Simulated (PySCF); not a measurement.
# C4H4N, doublet, SMILES `[CH2]C(=C)C#N`: electronic structure

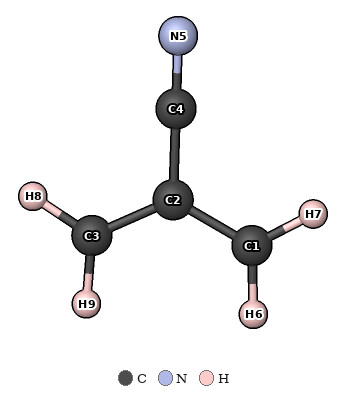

The molecule, with its atoms numbered as below. No frequency check shows the geometry to be a minimum.

Cartesian coordinates (Å):

```
C1       1.0753    1.2240    0.0000
C2       0.4368   -0.0001    0.0000
C3       1.0773   -1.2234    0.0000
C4      -0.9898    0.0006    0.0000
N5      -2.1344   -0.0012    0.0000
H6       2.1492    1.2782    0.0000
H7       0.5196    2.1437    0.0000
H8       0.5230   -2.1439    0.0000
H9       2.1512   -1.2759    0.0000
```

## 1. Bonding charge

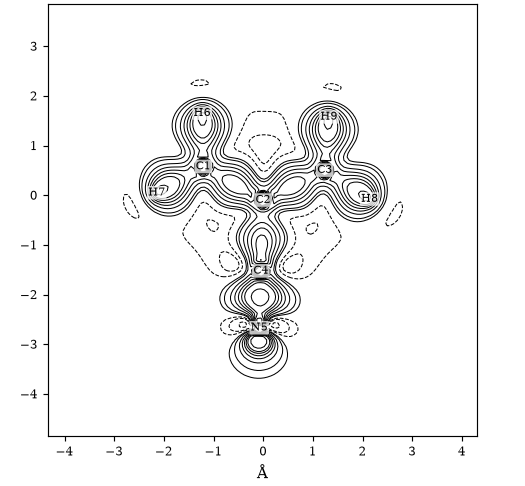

Deformation density (molecule less spherical, spin-averaged free atoms) in the molecular plane; contours at ±0.05 to ±0.8 e/Å³; solid lines: gain, dashed lines: loss.

PySCF calculation, B3LYP/cc-pVDZ, gas phase; geometry: GFN2-xTB. The stability of the open-shell solution wasn't checked. GFN2-xTB doesn't know the spin state, so this open-shell geometry is rough.

Question: Describe the bonding that the map shows.

Answer: C4–N5: +0.83 e/Å³ at the bond critical point (bond length 1.15 Å, Mayer order 3.2). C1–H7 and C3–H8: +0.72 e/Å³ at the bond critical point (bond length 1.07 Å, Mayer order 0.9). C1–H6 and C3–H9: +0.71 e/Å³ at the bond critical point (bond length 1.07 Å, Mayer order 0.9). C1–C2 and C2–C3: +0.60 e/Å³ at the bond critical point (bond length 1.38 Å, Mayer order 1.6). C2–C4: +0.48 e/Å³ at the bond critical point (bond length 1.43 Å, Mayer order 1.0). In all, 2.1 electrons gather in the regions of gain relative to the promolecule.

Question: Where do the Hirshfeld charges lie?

Answer: The highest Hirshfeld charge is on C4 (+0.07 e), the lowest on N5 (−0.21 e).

```json
{"atom": "C1", "charge (e)": "−0.05"}
{"atom": "C2", "charge (e)": "+0.02"}
{"atom": "C3", "charge (e)": "−0.05"}
{"atom": "C4", "charge (e)": "+0.07"}
{"atom": "N5", "charge (e)": "−0.21"}
{"atom": "H6", "charge (e)": "+0.05"}
{"atom": "H7", "charge (e)": "+0.05"}
{"atom": "H8", "charge (e)": "+0.05"}
{"atom": "H9", "charge (e)": "+0.05"}
```

## 2. Local ionisation energy

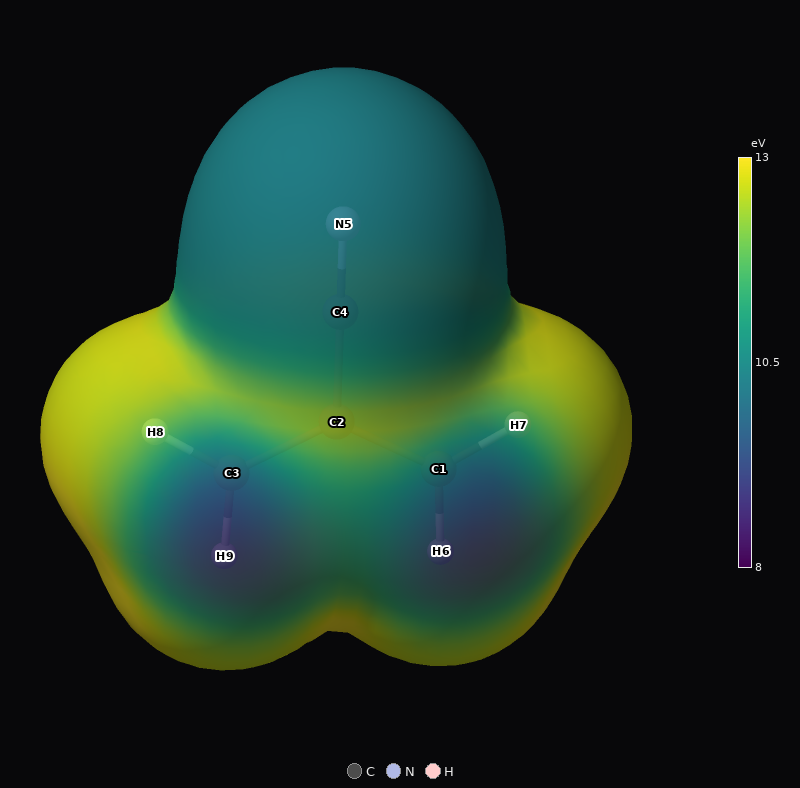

Average local ionisation energy on the surface of electron density 0.001 a.u.

Question: Where are the most loosely bound electrons on this surface?

Answer: The lowest value is 8.9 eV, off the molecular plane, over C1 (2.0 Å), and at like points elsewhere. Further minima include 10.2 eV, off the molecular plane, over N5 (1.8 Å), and at like points elsewhere. For comparison, the highest occupied orbital lies at −6.3 eV.

Question: What volume does the surface enclose, and what is the dipole moment?

Answer: About 99 Å³; the dipole moment is 3.6 D.

## 3. Spin density

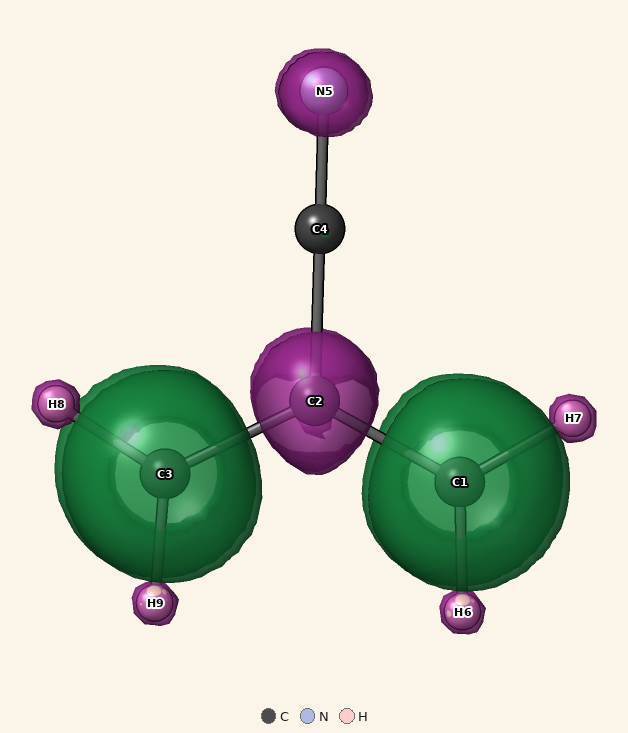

Spin density ρα − ρβ at ±0.03 e/Å³ (green: excess α, purple: excess β).

Question: How is the spin shared among the atoms?

Answer: Hirshfeld spin populations: C1 and C3 +0.46. Spin polarisation leaves negative spin on N5 (−0.05). ⟨S²⟩ = 0.79, against 0.75 for a pure state. The picture also shows regions of β spin from spin polarisation; the Hirshfeld sums, whose atoms overlap, net them against the α spin of neighbours.

## 4. In an electric field

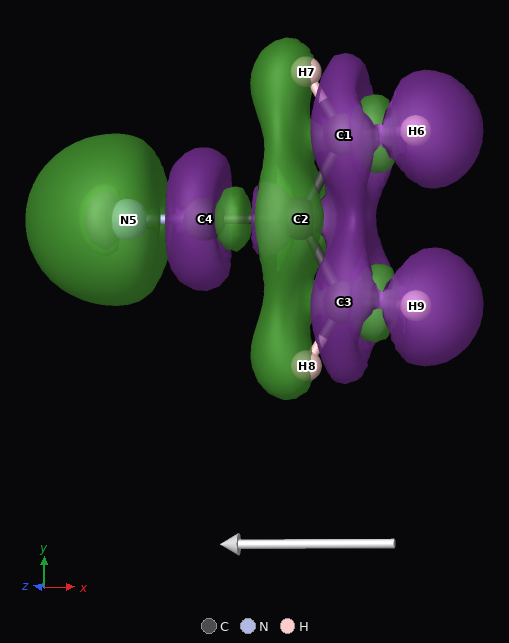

Change of the electron density in a uniform field of 0.10 V/Å along −x (arrow), surfaces at ±0.0006 e/Å³ (purple: gain, green: loss).

Computed with PySCF, B3LYP/def2-TZVP, geometry: GFN2-xTB. A basis without diffuse functions makes polarisabilities too small. The stability of the open-shell solution wasn't checked. GFN2-xTB doesn't know the spin state, so this open-shell geometry is rough.

The field was applied in both directions; the picture shows the one opposite to the script's first.

Question: What dipole is induced, and what polarisability does it imply?

Answer: The induced dipole is 0.32 D (along the field); α along this axis, from the fields in both directions, is 63 bohr³ (9.3 Å³).

## 5. Removing or adding an electron

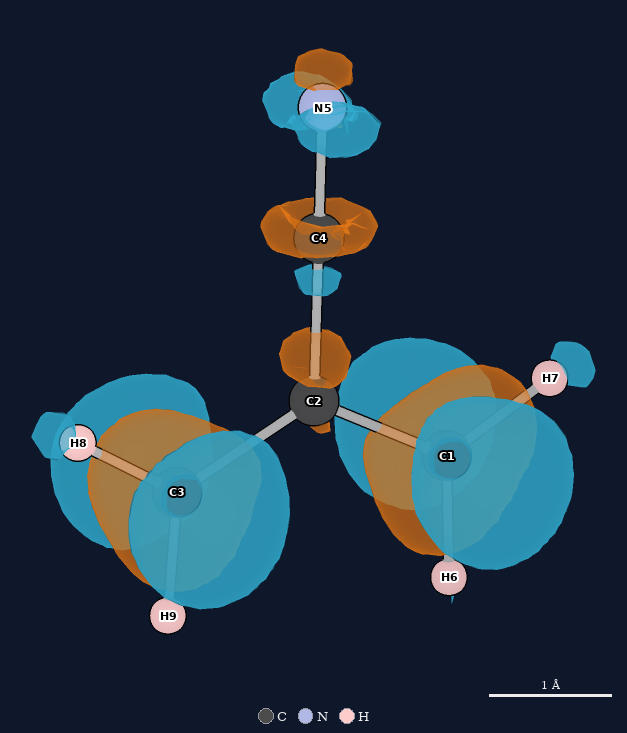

Fukui function f⁺ = ρ(N+1) − ρ(N) at fixed geometry, surfaces at ±0.04 e/Å³ (light blue positive, orange negative).

Method: TPSS/cc-pVDZ; geometry: GFN2-xTB; program: PySCF. GFN2-xTB doesn't know the spin state, so this open-shell geometry is rough.

Question: Which atoms respond most to the addition of an electron?

Answer: f⁺ (Hirshfeld-condensed) is largest on C1 and C3 (0.24 each); the vertical electron affinity is 0.63 eV (to the singlet anion, which needn't be its lowest state; the anion's highest orbital has positive energy, so this value and f⁺ depend on the basis). Condensed values hint at sites of nucleophilic attack but needn't mark the atom that reacts. Orbital relaxation makes it negative in places (0.20 e in all).

| atom | f⁺ | charge |
| --- | --- | --- |
| C1 | +0.24 | −0.04 |
| C2 | +0.07 | +0.01 |
| C3 | +0.24 | −0.04 |
| C4 | +0.01 | +0.07 |
| N5 | +0.12 | −0.20 |
| H6 | +0.08 | +0.05 |
| H7 | +0.09 | +0.05 |
| H8 | +0.09 | +0.05 |
| H9 | +0.08 | +0.05 |
